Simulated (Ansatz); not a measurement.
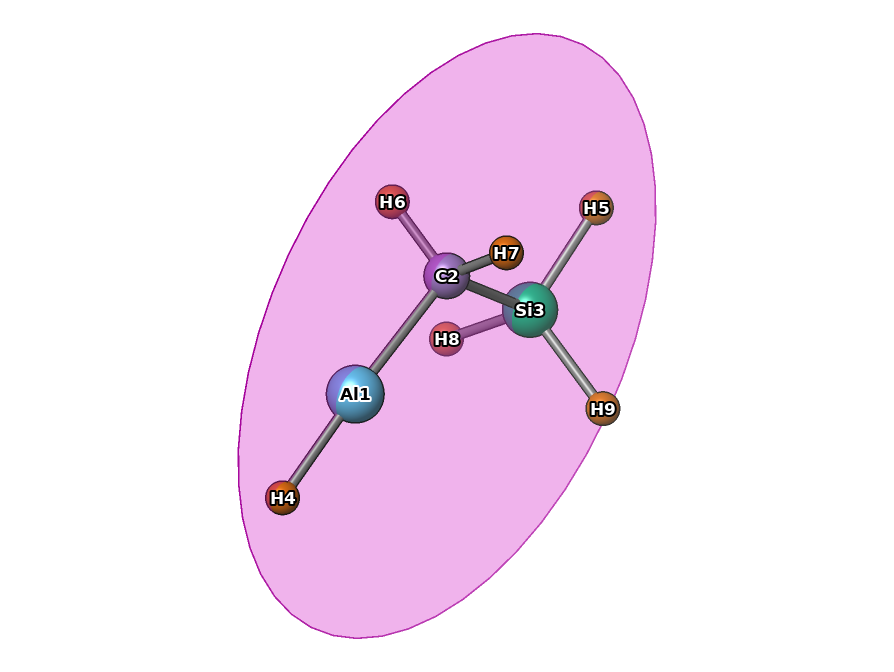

A disc through the centre of mass is drawn in. Atoms fade into the background with distance from the viewer. State: charge +1, singlet. The computed structure is the end point of a PBE-D4/def2-SVP optimisation. No frequency run is at hand to confirm it as a minimum.

> Is the plane of the disc a mirror plane of the structure?

Yes. The reflection leaves Al1, C2, Si3, H4, H5 in place and moves H6 ↔ H7; H8 ↔ H9. The point group is Cs.
